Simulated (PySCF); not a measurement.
Input file:

```
{"job": {"kind": "nmr", "xc": "PBE0", "basis": "pcSseg-1"}, "charge": 0, "multiplicity": 1}
C      0.053272     0.574288     1.972210
Si    -0.558607     0.492260     0.167793
Si    -2.029010    -1.255164    -0.253260
C     -1.445614     2.130254    -0.090648
N     -2.005232     3.114710    -0.271248
C      0.931370     0.587474    -1.027859
Si     2.160309    -0.858847    -0.919461
H      0.588306    -0.333571     2.236244
H      0.726479     1.411979     2.134941
H     -0.776236     0.681467     2.665839
H     -1.538012    -2.506791     0.332345
H     -2.197557    -1.486279    -1.690562
H     -3.359334    -1.012295     0.309802
H      0.552688     0.642032    -2.049926
H      1.472016     1.520347    -0.860229
H      3.212204    -0.689955    -1.924338
H      1.436270    -2.111613    -1.156418
H      2.767929    -0.893981     0.413120
```

Launched as:

```sh
OMP_NUM_THREADS=1 python probes_run.py task.json out
```

Geometry: GFN2-xTB.

Method: PySCF, PBE0/pcSseg-1, SCF density, gas phase, non-relativistic.

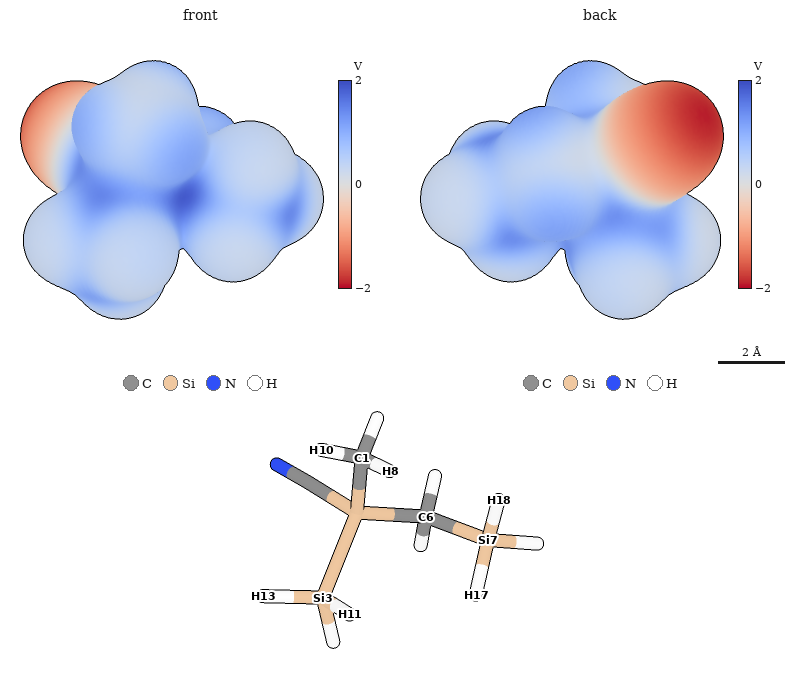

C3H11NSi3. The molecular electrostatic potential painted on the density surface at 0.002 e/bohr³, seen from the front and from behind; the colour scale runs from red (negative) to blue (positive). The bare structure is drawn below in the same view.

Describe the electrostatic potential map.

Answer. The most negative region (about −1.9 V) lies over N5, the most positive (about +1.6 V) over Si2 and Si7. N5 is the likeliest acceptor of a hydrogen bond.

What dipole moment does the calculation give?

Answer. Its dipole moment is 3.69 D.
